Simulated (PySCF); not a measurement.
**CH9NSi3 (triplet): density, localisation and related maps**

Input

```
{"job": {"kind": "epr", "basis": "pcH-1"}, "charge": 0, "multiplicity": 3}
Si     0.744256    -0.321387     1.241809
C      2.434061    -0.515605     0.342482
N     -0.552317     0.117636     0.139634
Si    -1.050374     1.782782     0.091411
Si    -1.422331    -1.247302    -0.502024
H      3.212612    -0.763215     1.053016
H      2.695339     0.411960    -0.158143
H      2.370550    -1.305264    -0.400656
H      0.178320     2.575868     0.049846
H     -1.850968     1.989666    -1.114719
H     -1.837446     2.085850     1.290059
H     -0.421416    -2.143184    -1.085774
H     -2.344648    -0.771017    -1.533080
H     -2.155638    -1.896789     0.586140
```

Command:

```sh
OMP_NUM_THREADS=1 python cluster_run.py task.json out
```

Geometry: GFN2-xTB.

Computed with UKS B3LYP, pcH-1 on C H N Si, non-relativistic, mean-field spin-orbit, GIAO in PySCF.

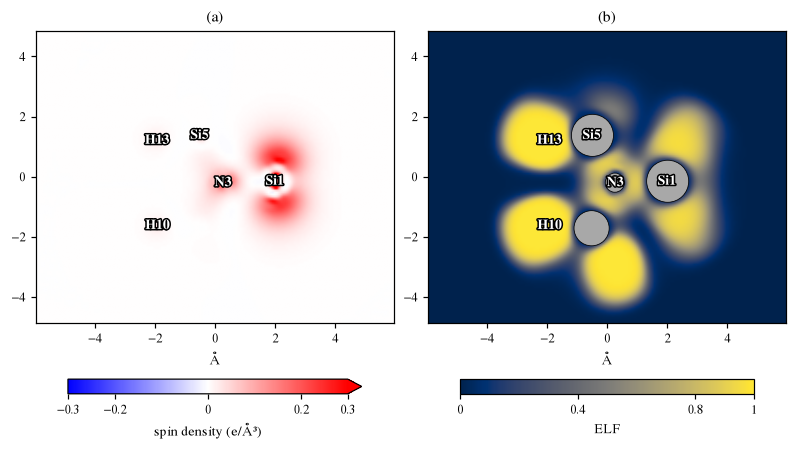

Figure 1. (a) spin density (α minus β); (b) electron localisation function on the plane of atoms Si1, N3 and Si5. Grey discs cover the atomic cores in the ELF map.

Q: Read the bonding off the picture.

A:
- The plane passes through Si, N and H nuclei.
- Si–N (1.76 Å): the ELF peaks at about 0.90 between the atoms; a polar covalent bond.
- Si–H (1.46 Å): the ELF climbs to about 1 towards the hydrogen, as it does in any bond to H.
- The ELF also peaks beside Si1, away from the bonds: non-bonding electrons, paired or unpaired.
- The unpaired spin (2 electrons) lies mostly on Si1 (about 1.4), C2 (about 0.2) and N3 (about 0.2), in electrons by Hirshfeld's partition.

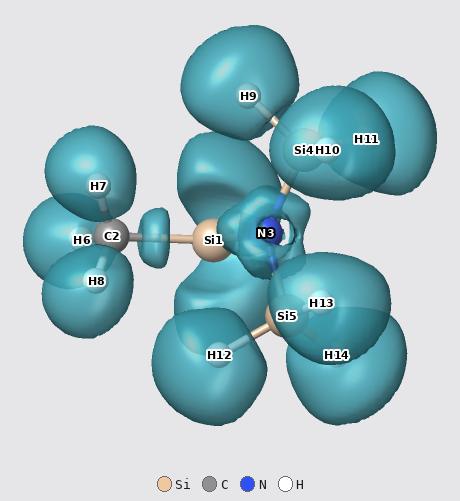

Figure 2. Isosurface of the ELF at 0.8 (cyan), seen at a tilt. Only the valence region is drawn (cores and ρ < 0.01 e/Å³ removed).

Q: Where are the electrons localised?

A: The ELF exceeds this value in one region between bonded C–Si atoms (shared pairs), nine regions around hydrogen nuclei, one region on N in which the atom's valence shell and bonds are merged and one lobe on Si, pointing away from the bonds (non-bonding electrons).


Si–N (1.74 Å): the ELF peaks at about 0.90 between the atoms, as expected for a shared but strongly polarised pair. C–Si (1.92 Å): the ELF peaks at about 0.95 between the atoms; a covalent bond.

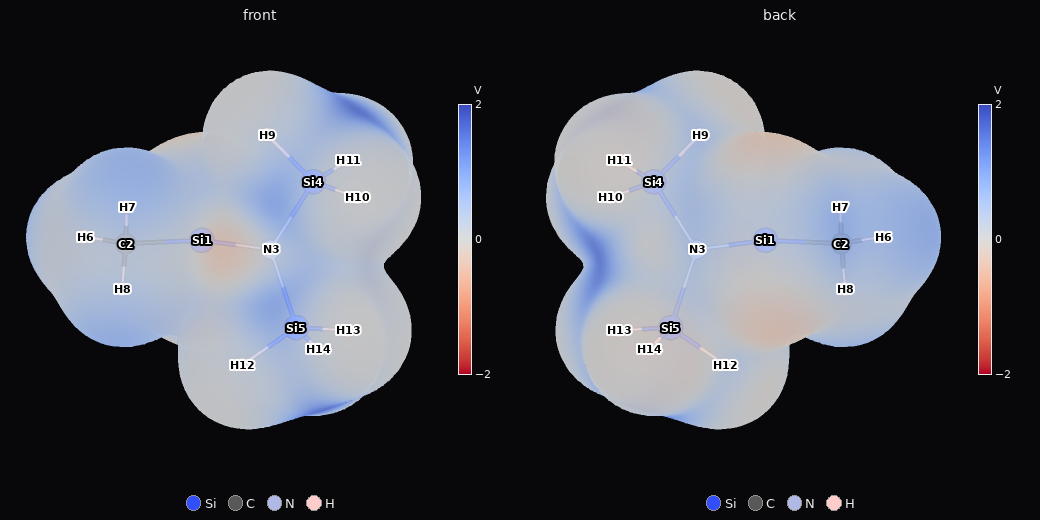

Figure 3. The electrostatic potential painted on the density surface at 0.002 e/bohr³, seen from the front and from behind; red is negative and blue positive.

Q: Describe the electrostatic potential map.

A: The most negative region (about −0.3 V) lies over Si1 and N3, the most positive (about +1.5 V, or +35 kcal/mol for a unit charge) over Si4 and Si5.
